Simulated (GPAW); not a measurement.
# YSn3 (Pm-3m): the Y L₃ absorption edge

What does one-electron theory with a core hole give for the Y L₃ edge of YSn3 (Pm-3m)?

Calculated with GPAW 26.7.0; X-ray absorption from dipole matrix elements to empty bands, plane-wave PAW LDA.

**1. The starting structure**

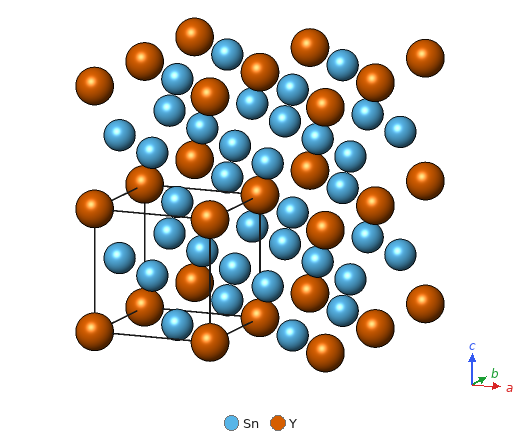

Start, viewed slightly off an axis; tin blue, yttrium orange. 2×2×2 cells are drawn. Some periodic images of atoms are drawn too.

As a file:

```cif
data_structure
_symmetry_space_group_name_H-M 'Pm-3m'
_symmetry_Int_Tables_number 221
_cell_length_a 4.6660
_cell_length_b 4.6660
_cell_length_c 4.6660
_cell_angle_alpha 90.000
_cell_angle_beta 90.000
_cell_angle_gamma 90.000
_cell_volume 101.59
loop_
_atom_site_label
_atom_site_type_symbol
_atom_site_symmetry_multiplicity
_atom_site_Wyckoff_symbol
_atom_site_fract_x
_atom_site_fract_y
_atom_site_fract_z
_atom_site_occupancy
Sn1 Sn 3 c 0.50000 0.50000 0.00000 1
Y1 Y 1 a 0.00000 0.00000 0.00000 1
```

**2. The field without a hole**

The ground state comes first: it tells whether the system has a gap, which decides how the excited electron is treated.

Input file scf.py:

```python
import numpy as np
from ase import Atoms
from ase.parallel import parprint, paropen
from gpaw import GPAW, PW, FermiDirac, Mixer, MixerDif, setup_paths
from gpaw.test import gen
setup_paths.insert(0, '.')
gen('Y', name='nch2p', xcname='LDA', corehole=(2, 1, 0), write_xml=True)
from gpaw.mpi import world
world.barrier()

atoms = Atoms('Sn3Y',
    cell=[[4.666, 0, 0],
     [0, 4.666, 0],
     [0, 0, 4.666]],
    scaled_positions=[[0.5, 0.5, 0],
     [0.5, 0, 0.5],
     [0, 0.5, 0.5],
     [0, 0, 0]],
    pbc=True)
atoms.calc = calc = GPAW(legacy_gpaw=True, mode=PW(430, force_complex_dtype=True), xc='LDA', setups={3: 'nch2p'},
    kpts={'size': (5, 5, 5), 'gamma': True}, occupations=FermiDirac(0.05),
    charge=0, mixer=Mixer(0.1, 5, 50), maxiter=150,
    convergence={'density': 0.0001, 'eigenstates': 1e-6}, txt='scf.txt')
energy = atoms.get_potential_energy() + calc.get_reference_energy()
ef = calc.get_fermi_level()
out = dict(energy=energy, fermi=ef, forces=atoms.get_forces().tolist())
parprint(f'all-electron energy {energy:.4f} eV, Fermi level {ef:.4f} eV')
ev = np.array([[calc.get_eigenvalues(k, s) for k in range(len(calc.get_ibz_k_points()))] for s in range(calc.get_number_of_spins())])
out['homo'], out['lumo'], out['counts'] = ev[ev < ef].max(), ev[ev > ef].min(), sorted(set((ev < ef).sum((0, 2)).tolist()))
out['filled'] = (ev[:, 0] < ef).sum(1).tolist()
import json
with paropen('out.json', 'w') as f:
    json.dump(out, f)
```

Run with:

```console
> OMP_NUM_THREADS=1 mpirun -n 4 gpaw python scf.py
```

Numbers of over 12 decimals in the logs are rounded to 6 here.

What it wrote:

```text
Input parameters:
  convergence: {density: 0.0001,
                eigenstates: 1e-06}
  kpts: {gamma: True,
         size: (5, 5, 5)}
  maxiter: 150
  mixer: {backend: pulay,
          beta: 0.1,
          method: separate,
          nmaxold: 5,
          weight: 50}
  mode: {ecut: 430.0,
         force_complex_dtype: True,
         name: pw}
  occupations: {fixmagmom: False,
                name: fermi-dirac,
                width: 0.05}
  setups: {3: nch2p}

Initialize ...

[... PAW data sets ...]

Reference energy: -595584.646856  # eV

Spin-paired calculation

[... convergence settings ...]
Symmetries present (total): 48
  [... symmetry matrices ...]

125 k-points: 5 x 5 x 5 Monkhorst-Pack grid
10 k-points in the irreducible part of the Brillouin zone
       k-points in crystal coordinates                weights
   0:     0.00000000    0.00000000    0.00000000          1/125
   1:     0.20000000    0.00000000    0.00000000          6/125
   2:     0.20000000    0.20000000    0.00000000         12/125
   3:     0.20000000    0.20000000    0.20000000          8/125
   4:     0.40000000    0.00000000    0.00000000          6/125
   5:     0.40000000    0.20000000    0.00000000         24/125
   6:     0.40000000    0.20000000    0.20000000         24/125
   7:     0.40000000    0.40000000    0.00000000         12/125
   8:     0.40000000    0.40000000    0.20000000         24/125
   9:     0.40000000    0.40000000    0.40000000          8/125

Wave functions: Plane wave expansion
  Cutoff energy: 430.000 eV
  Number of coefficients (min, max): 2039, 2103
  Pulay-stress correction: 0.000000 eV/Ang^3 (de/decut=0.000000)
  Using FFTW library
  Wavefunction extrapolation:
    Improved wavefunction reuse through dual PAW basis

Occupation numbers: Fermi-Dirac:
  width: 0.0500  # eV

Eigensolver
   Davidson(niter=2)

Densities:
  Coarse grid: 24*24*24 grid
  Fine grid: 48*48*48 grid
  Total Charge: 0.000000

Density mixing:
  Method: separate
  Backend: pulay
  Linear mixing parameter: 0.1
  old densities: 5
  Width of damping distribution: 1.1
  Damping of long wavelength oscillations: 50

[... Hamiltonian set-up ...]
Number of atoms: 4
Number of atomic orbitals: 40
Number of bands in calculation: 36
Number of valence electrons: 53
Bands to converge: occupied

... initialized

Initializing position-dependent things.

Density initialized from atomic densities
Creating initial wave functions:
  36 bands from LCAO basis set

Positions:
   0 Sn     2.333000    2.333000    0.000000    ( 0.0000,  0.0000,  0.0000)
   1 Sn     2.333000    0.000000    2.333000    ( 0.0000,  0.0000,  0.0000)
   2 Sn     0.000000    2.333000    2.333000    ( 0.0000,  0.0000,  0.0000)
   3 Y      0.000000    0.000000    0.000000    ( 0.0000,  0.0000,  0.0000)

Unit cell:
           periodic     x           y           z      points  spacing
  1. axis:    yes    4.666000    0.000000    0.000000    24     0.1944
  2. axis:    yes    0.000000    4.666000    0.000000    24     0.1944
  3. axis:    yes    0.000000    0.000000    4.666000    24     0.1944

  Lengths:   4.666000   4.666000   4.666000
  Angles:   90.000000  90.000000  90.000000

Effective grid spacing dv^(1/3) = 0.1944

iter:   1   -21.330744
iter:   2   -21.306241   -1.66  -1.61
iter:   3   -21.220420   -1.82  -1.65
iter:   4   -21.205633   -3.68  -2.27
iter:   5   -21.218367c  -2.41  -2.33
iter:   6   -21.177933   -3.10  -2.25
iter:   7   -21.177954   -4.60  -3.13
iter:   8   -21.177733c  -4.91  -3.29
iter:   9   -21.177840c  -5.73  -3.54
iter:  10   -21.177783c  -6.05c -3.46
iter:  11   -21.177761c  -6.12c -3.72
iter:  12   -21.177761c  -7.31c -4.23c

Converged after 12 iterations.

Dipole moment: (-0.000000, 0.000000, 0.000000) |e|*Ang

Energy contributions relative to reference atoms: (reference = -595584.646856)

Kinetic:        +10.761664
Potential:       -8.925299
External:        +0.000000
XC:             -23.049320
Entropy (-ST):   -0.026467
Local:           +0.048427
SIC:             +0.000000
--------------------------
Free energy:    -21.190994
Extrapolated:   -21.177761

Showing only first 2 kpts
 Kpt  Band  Eigenvalues  Occupancy
  0    24      5.06092    2.00000
  0    25      9.43849    0.00000
  0    26      9.43849    0.00000
  0    27      9.43849    0.00000

  1    24      6.04622    2.00000
  1    25      7.85677    1.55669
  1    26      8.45407    0.00005
  1    27      8.45407    0.00005

Fermi level: 7.91957

No gap
No difference between direct/indirect transitions

Forces in eV/Ang:
  0 Sn    0.00000    0.00000   -0.00000
  1 Sn    0.00000   -0.00000    0.00000
  2 Sn   -0.00000    0.00000    0.00000
  3 Y     0.00000   -0.00000    0.00000
Scalar-relativistic atomic LDA calculation for Y (Yttrium, Z=39)
Core hole in 2p state (2p occupation: 6.0)
750 radial gridpoints.
|------------------------------------------------|
|------------------------------------------------|
[... the atom generator's iteration count ...]

Energy contributions:
-------------------------
Kinetic:    +3468.645094
XC:          -105.479064
Potential:  -6743.658531
-------------------------
Total:      -3380.492502

state      eigenvalue         ekin         rmax
-----------------------------------------------
1s^2.0 :  -618.543443   785.386613        0.025
2s^2.0 :   -84.799187   156.853497        0.141
2p^6.0 :   -75.594584   151.889632        0.113
3s^2.0 :   -13.512336    39.809453        0.422
3p^6.0 :   -10.520490    36.681922        0.416
3d^10.0:    -5.564517    31.548104        0.361
4s^2.0 :    -1.763072     8.054635        1.128
4p^6.0 :    -1.027192     6.241997        1.244
4d^1.0 :    -0.097195     2.169838        1.804
5s^2.0 :    -0.155371     0.952255        3.320
5p^0.0 :    -0.054980     0.500247        4.410
-----------------------------------------------
(units: Bohr and Hartree)

Generating PAW setup
Kinetic energy of the core from tauc = 3468.026130082191
Cutoffs:
rc(s)=2.510
rc(p)=2.490
rc(d)=2.430
rc(vbar)=2.450
rc(comp)=2.410
rc(nct)=2.510

Kinetic energy of the core states: 3411.009492
Charge: 0.0
Core electrons: 28.0
Valence electrons: 11.0
Pseudo-core charge: 0.003786
Shape function alpha=1.722
Pseudo-electron charge 7.472037
state    eigenvalue         norm
--------------------------------
4s(2) :    -1.763072     0.685202
5s(2) :    -0.155371     0.971849
4p(6) :    -1.027192     0.548140
5p(0) :    -0.054980     0.976393
4d(1) :    -0.097195     0.865310
*d    :     0.902805
--------------------------------

Diagonalizing with gridspacing h=0.050

state   all-electron     PAW
-------------------------------
4s:      -1.763072    -1.763529
4p:      -1.027192    -1.027856
4d:      -0.097195    -0.097523
*f:                    0.059866
-------------------------------
all-electron energy -595605.8246 eV, Fermi level 7.9196 eV
```

The job ended after 8.6 s (4 MPI ranks of Intel Xeon Platinum 8488C (Sapphire Rapids), shared host; peak memory 0.17 GiB; 31 s of CPU time).

The mesh shows no gap, so the system is treated as a metal and the core electron is put at the Fermi level (neutral cell).

**3. Spectrum without a core hole, Y atom 4**

Without a hole the spectrum is the empty density of states of the right symmetry on the absorber, weighted by matrix elements. It needs only the small cell and serves as the baseline. The data set with a hole of occupation 0 only carries the core orbital.

The absorber has 12 Sn at 3.30 Å (cuboctahedral, site symmetry m-3m).

Input file xas.py:

```python
import numpy as np
from ase import Atoms
from ase.parallel import parprint, paropen
from gpaw import GPAW, PW, FermiDirac, Mixer, MixerDif, setup_paths
from gpaw.test import gen
setup_paths.insert(0, '.')
gen('Y', name='nch2p', xcname='LDA', corehole=(2, 1, 0), write_xml=True)
from gpaw.mpi import world
world.barrier()

atoms = Atoms('Sn3Y',
    cell=[[4.666, 0, 0],
     [0, 4.666, 0],
     [0, 0, 4.666]],
    scaled_positions=[[0.5, 0.5, 0],
     [0.5, 0, 0.5],
     [0, 0.5, 0.5],
     [0, 0, 0]],
    pbc=True)
atoms.calc = calc = GPAW(legacy_gpaw=True, mode=PW(430, force_complex_dtype=True), xc='LDA', setups={3: 'nch2p'},
    kpts={'size': (7, 7, 7), 'gamma': True}, occupations=FermiDirac(0.1),
    charge=0, mixer=Mixer(0.1, 5, 50), maxiter=150,
    convergence={'density': 0.0001, 'eigenstates': 1e-6}, txt='scf.txt')
energy = atoms.get_potential_energy() + calc.get_reference_energy()
ef = calc.get_fermi_level()
out = dict(energy=energy, fermi=ef, forces=atoms.get_forces().tolist())
parprint(f'all-electron energy {energy:.4f} eV, Fermi level {ef:.4f} eV')
ev = np.array([[calc.get_eigenvalues(k, s) for k in range(len(calc.get_ibz_k_points()))] for s in range(calc.get_number_of_spins())])
out['homo'], out['lumo'], out['counts'] = ev[ev < ef].max(), ev[ev > ef].min(), sorted(set((ev < ef).sum((0, 2)).tolist()))
out['filled'] = (ev[:, 0] < ef).sum(1).tolist()

from ase.units import Ha
from gpaw.xas import dipole_matrix_elements
nb = int(calc.get_number_of_electrons() / 2) + 69
top, nb = nb, nb + 8 + nb // 12
nscf = calc.fixed_density(kpts={'size': (6, 6, 6), 'gamma': True}, nbands=nb,
    convergence={'bands': top, 'eigenstates': 5e-3}, maxiter=60, txt='nscf.txt')
cell = atoms.cell.array
ops = [cell.T @ U.T @ np.linalg.inv(cell.T) for U in nscf.wfs.kd.symmetry.op_scc]
E = np.arange(-25, 34, 0.1)
fwhm = np.interp(E, [4, 25], [1.5, 3.5])
Y, X, zero, highest = 0, 0, 1e9, 1e9
for spin in range(nscf.get_number_of_spins()):
    wfs = nscf.wfs
    mine = wfs.bd.get_slice()  # this rank's bands
    A = dipole_matrix_elements(wfs.setups[3])
    eps = np.zeros((wfs.kd.nibzkpts, nb))
    d = np.zeros((3, A.shape[1], wfs.kd.nibzkpts, nb), complex)
    for kpt in wfs.kpt_u:
        if kpt.s == spin and 3 in kpt.P_ani:
            eps[kpt.k, mine] = kpt.eps_n * Ha
            d[:, :, kpt.k, mine] = (kpt.weight * wfs.nspins / 2) ** 0.5 * np.inner(A, kpt.P_ani[3])
    world.sum(eps)
    world.sum(d)
    T = np.einsum('amkn,bmkn->abkn', d, d.conj()).real
    T = sum(np.einsum('ai,ijkn,bj->abkn', R, T, R) for R in ops) / len(ops)
    empty = eps > ef
    zero, highest = min(zero, eps[empty].min()), min(highest, eps[:, top - 1].min())
    lines = [(eps, T, empty)] if spin == 0 else lines + [(eps, T, empty)]
for eps, T, empty in lines:
    f = np.einsum('aakn->akn', T).reshape(3, -1)
    x = eps.ravel() - zero
    w = np.interp(x, E, fwhm) / 2.35482
    g = np.exp(-0.5 * ((E[:, None] - x) / w) ** 2) / (w * (2 * np.pi) ** 0.5)
    Y = Y + (f * empty.ravel()) @ g.T
    X = X + (f * ~empty.ravel()) @ g.T
out.update(E=E.round(2).tolist(), xas=Y.tolist(), xes=X.tolist(), zero=zero, valid=highest - zero, nk=len(eps), nb=nb)
for i in range(0, len(E), 10):
    parprint(f'{E[i]:7.2f}', *(f'{v:10.3e}' for v in Y[:, i]))
import json
with paropen('out.json', 'w') as f:
    json.dump(out, f)
```

Run with:

```console
> OMP_NUM_THREADS=1 mpirun -n 4 gpaw python xas.py
```

What it wrote:

```text
Input parameters:
  convergence: {density: 0.0001,
                eigenstates: 1e-06}
  kpts: {gamma: True,
         size: (7, 7, 7)}
  maxiter: 150
  mixer: {backend: pulay,
          beta: 0.1,
          method: separate,
          nmaxold: 5,
          weight: 50}
  mode: {ecut: 430.0,
         force_complex_dtype: True,
         name: pw}
  occupations: {fixmagmom: False,
                name: fermi-dirac,
[...]
*d    :     0.902805
--------------------------------

Diagonalizing with gridspacing h=0.050

state   all-electron     PAW
-------------------------------
4s:      -1.763072    -1.763529
4p:      -1.027192    -1.027856
4d:      -0.097195    -0.097523
*f:                    0.059866
-------------------------------
all-electron energy -595605.8885 eV, Fermi level 8.1448 eV
[...]
32.00  1.428e-05  1.428e-05  1.428e-05
  33.00  1.336e-05  1.336e-05  1.336e-05
[key lines of the parts left out:]
Converged after 11 iterations.
Dipole moment: (-0.000000, -0.000000, -0.000000) |e|*Ang
Free energy:    -21.269723
Fermi level: 8.14476
```

The job ended after 16 s (4 MPI ranks; peak memory 0.26 GiB).

The Y L₃ spectrum, Y atom 4, no core hole (energy from the lowest empty level; intensity scaled to a mean of 1 over the first 20 eV):

```
E (eV)  intensity
  -2.0       0.00
  -0.5       0.14
   1.0       1.44
   2.5       2.60
   4.0       1.42
   5.5       1.63
   7.0       0.93
   8.5       0.57
  10.0       0.72
  11.5       0.63
  13.0       0.53
  14.5       0.53
  16.0       0.67
  17.5       0.68
  19.0       0.72
  20.5       0.86
  22.0       0.78
  23.5       0.61
  25.0       0.48
  26.5       0.41
  28.0       0.41
  29.5       0.49
  31.0       0.64
```

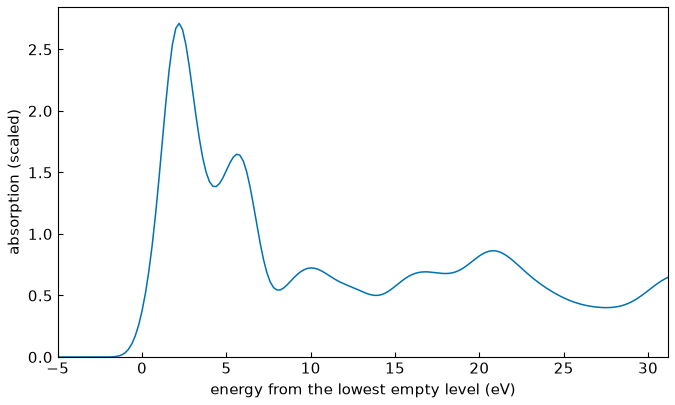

The Y L₃ edge, Y atom 4, no core hole: main maxima at 2.2, 5.6 and 20.8 eV.

Main maxima below 30 eV (height): 2.2 eV (2.71), 5.6 eV (1.65), 10.0 eV (0.72) and 20.8 eV (0.86). At an L edge the dipole rule selects empty d (and weakly s) states on the absorber, and the strong line at the onset measures the empty part of its d band.

The same matrix elements for filled bands give the Y L₃ emission of Y atom 4 (ground-state approximation; energy from the lowest empty level, largest value 1):

```
E (eV)  emission
 -24.0      0.00
 -22.5      0.00
 -21.0      0.00
 -19.5      0.00
 -18.0      0.00
 -16.5      0.00
 -15.0      0.00
 -13.5      0.00
 -12.0      0.00
 -10.5      0.01
  -9.0      0.03
  -7.5      0.07
  -6.0      0.07
  -4.5      0.13
  -3.0      0.63
  -1.5      0.99
   0.0      0.59
   1.5      0.01
   3.0      0.00
```

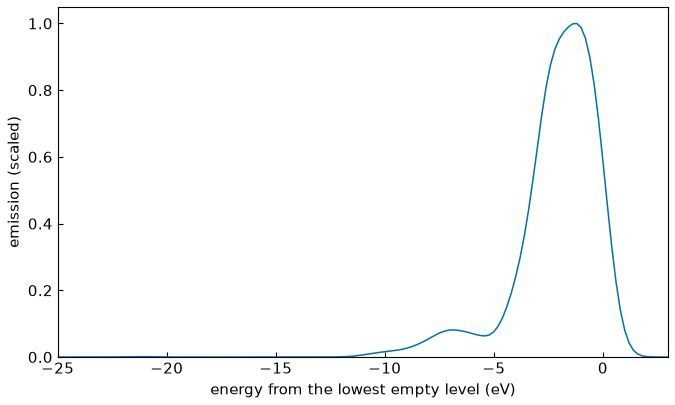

X-ray emission from the filled bands.

Emission maxima: -1.2 eV (1.00).

**4. Reference energy of the supercell**

The photon energy needs a difference of total energies, so the cell and mesh of the coming hole run are first run without a hole.

scf.py: that of step 2 with these lines changed.

```diff
@@ -10,13 +10,17 @@
 
-atoms = Atoms('Sn3Y',
-    cell=[[4.666, 0, 0],
-     [0, 4.666, 0],
-     [0, 0, 4.666]],
-    scaled_positions=[[0.5, 0.5, 0],
-     [0.5, 0, 0.5],
-     [0, 0.5, 0.5],
-     [0, 0, 0]],
+atoms = Atoms('Sn6Y2',
+    cell=[[4.666, 0, 4.666],
+     [0, 4.666, 4.666],
+     [-4.666, 0, 4.666]],
+    scaled_positions=[[0, 0.5, 0.5],
+     [0.5, 0.5, 0],
+     [0.5, 0, 0],
+     [0, 0, 0.5],
+     [0, 0.5, 0],
+     [0.5, 0.5, 0.5],
+     [0, 0, 0],
+     [0.5, 0, 0.5]],
     pbc=True)
-atoms.calc = calc = GPAW(legacy_gpaw=True, mode=PW(430, force_complex_dtype=True), xc='LDA', setups={3: 'nch2p'},
-    kpts={'size': (5, 5, 5), 'gamma': True}, occupations=FermiDirac(0.05),
+atoms.calc = calc = GPAW(legacy_gpaw=True, mode=PW(430, force_complex_dtype=True), xc='LDA', setups={6: 'nch2p'},
+    kpts={'size': (5, 5, 5), 'gamma': True}, occupations=FermiDirac(0.1),
     charge=0, mixer=Mixer(0.1, 5, 50), maxiter=150,
```

Run with:

```console
> OMP_NUM_THREADS=1 mpirun -n 4 gpaw python scf.py
```

What it wrote:

```text
Input parameters:
  convergence: {density: 0.0001,
                eigenstates: 1e-06}
  kpts: {gamma: True,
         size: (5, 5, 5)}
  maxiter: 150
  mixer: {backend: pulay,
          beta: 0.1,
          method: separate,
          nmaxold: 5,
          weight: 50}
  mode: {ecut: 430.0,
         force_complex_dtype: True,
         name: pw}
  occupations: {fixmagmom: False,
                name: fermi-dirac,
[...]
5s(2) :    -0.155371     0.971849
4p(6) :    -1.027192     0.548140
5p(0) :    -0.054980     0.976393
4d(1) :    -0.097195     0.865310
*d    :     0.902805
--------------------------------

Diagonalizing with gridspacing h=0.050

state   all-electron     PAW
-------------------------------
4s:      -1.763072    -1.763529
4p:      -1.027192    -1.027856
4d:      -0.097195    -0.097523
*f:                    0.059866
-------------------------------
all-electron energy -1191211.7445 eV, Fermi level 8.1618 eV
[key lines of the parts left out:]
Converged after 12 iterations.
Dipole moment: (0.000000, -0.000000, 0.000000) |e|*Ang
Free energy:    -42.507270
Fermi level: 8.16184
```

Elapsed: 15 s, on 4 MPI ranks; peak memory 0.24 GiB; 57 s of CPU time.

Reference energy: -1191211.745 eV with the cores included.

(Part 1 of 2 ends here.)

[Banner, clock and machine lines of the logs are left out without a mark of their own.]

[Logs are printed without paths, hosts, clocks, repeated set-up lines and the standing remarks that a program may print on its own settings, such as how far it seeks lower states.]

[Hosts, paths, dates, database ids (printed as entryN), source tags and the programs' standing remarks are cut or masked in the printed files.]

[Lists of maxima count a maximum above −3 eV only where it reaches 4 % of the highest in the window and stands out from its surroundings by 2 % of it (1.5 % where it reaches 55 %); shoulders and weaker maxima are passed over, and of the rest the first, up to two pre-edge ones and the few strongest are named.]
